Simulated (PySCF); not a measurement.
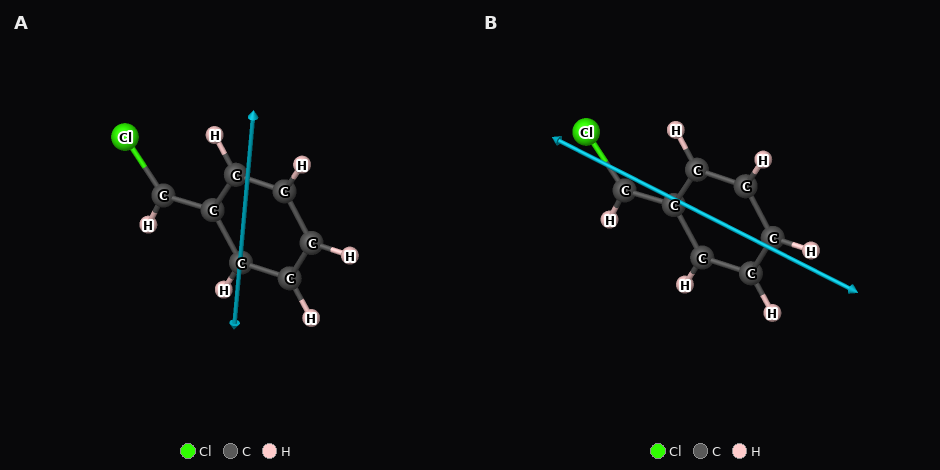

The double arrows show the directions of two transition dipoles from the ground state (lengths mean nothing). The species has charge +1 and is a spin singlet. The geometry was computed by an optimisation with GFN2-xTB. No frequency run is at hand to confirm it as a minimum. Method: TDDFT PBE0/def2-SVPD, vertical, gas phase, core orbitals frozen in the response (PySCF 2.14.0).

### One belongs to singlet state 1 and one to singlet state 3. Which is which?

A: state 1, 3.02 eV (411 nm), oscillator strength 0.017, mainly HOMO → LUMO (weight 0.99).
B: state 3, 4.25 eV (292 nm), oscillator strength 0.48, mainly HOMO−1 → LUMO (weight 0.96).
